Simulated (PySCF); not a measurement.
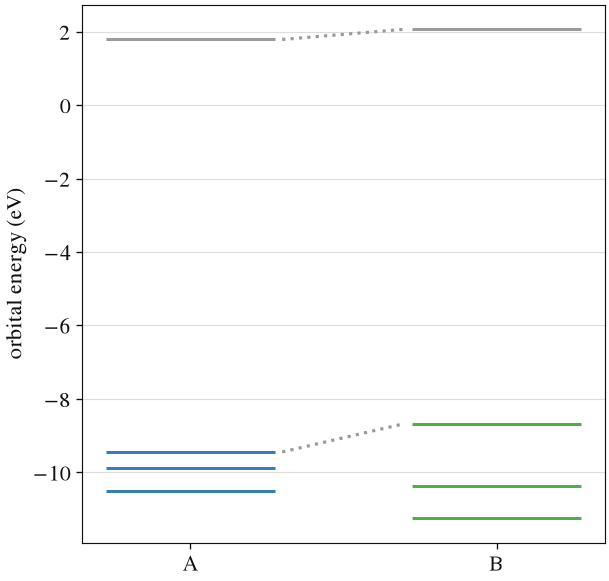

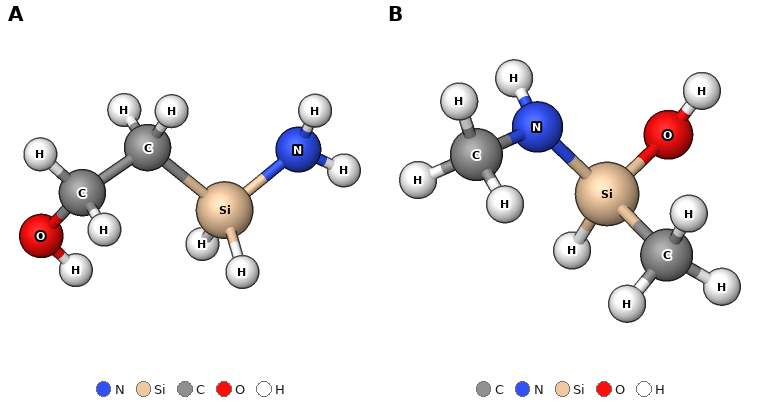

Related molecules: A is C₂H₉NOSi, SMILES N[SiH2]CCO; B is C₂H₉NOSi, SMILES CN[Si@H](C)O. Frontier orbital energies, ωB97X-D/def2-SVPD, PySCF, at a GFN2-xTB geometry (no frequency check); drawn are at most three filled levels and, in grey, the LUMO with any level within 0.03 eV of it; dotted lines join the HOMOs and the LUMOs.

Q: What does the change do to the frontier levels?

A: From A to B the HOMO rises by 0.77 eV and the LUMO rises by 0.28 eV, so the separation goes from 11.23 to 10.73 eV.

Caveats, for all or some of the runs: empty levels above zero depend strongly on the basis; one conformer of a flexible molecule; the tight-binding geometry is rougher than a DFT one and adds to the error.
